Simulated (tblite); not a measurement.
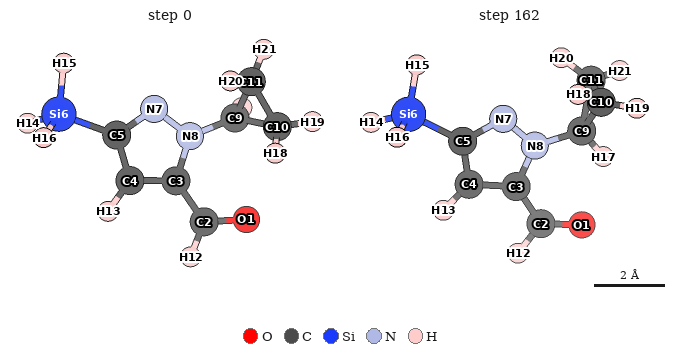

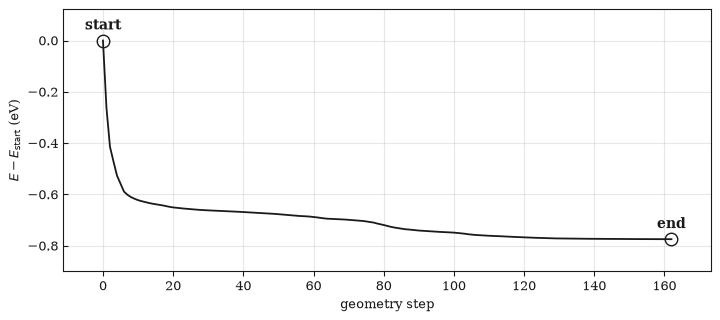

First and last geometry of a relaxation of C$_{7}$H$_{10}$N$_{2}$OSi, with the history of the run. Style: ball-and-stick. Shown at a tilt.

Computed with tblite 0.8.0, GFN2-xTB geometry optimisation, gas phase. 

> What do the curves and the structures tell?

It converged. H18 moves most after the best rigid fit: 2.15 Å. By element the largest moves are H 2.15 Å, C 1.13 Å, O 0.63 Å, N 0.60 Å, Si 0.45 Å. Near-neighbour distances that change, for instance: O1–C2 1.267 → 1.211 Å, C9–H17 1.122 → 1.081 Å, C9–C11 1.541 → 1.502 Å, C5–Si6 1.838 → 1.876 Å. Among the angles between lasting bonds that change: C3–C2–H12 123.0° → 112.2°, O1–C2–H12 114.3° → 120.8°, N8–C9–C11 111.5° → 118.0°. Groups turn about N8–C9 by about 85°, C5–Si6 by about 25°. The energy falls by 0.774 eV in 162 geometry steps. Cost: 1.3 s on 1 thread of Arm Neoverse V2 (shared host).

```csv
step,"E − E(0), eV"
0,0.0000
1,-0.2632
2,-0.4143
3,-0.4716
4,-0.5266
5,-0.5577
6,-0.5890
7,-0.6014
8,-0.6104
9,-0.6167
10,-0.6222
18,-0.6455
26,-0.6584
34,-0.6647
42,-0.6704
50,-0.6769
58,-0.6853
66,-0.6958
74,-0.7032
82,-0.7260
90,-0.7406
98,-0.7471
106,-0.7577
114,-0.7634
122,-0.7683
130,-0.7715
138,-0.7727
146,-0.7736
154,-0.7740
162,-0.7743
```
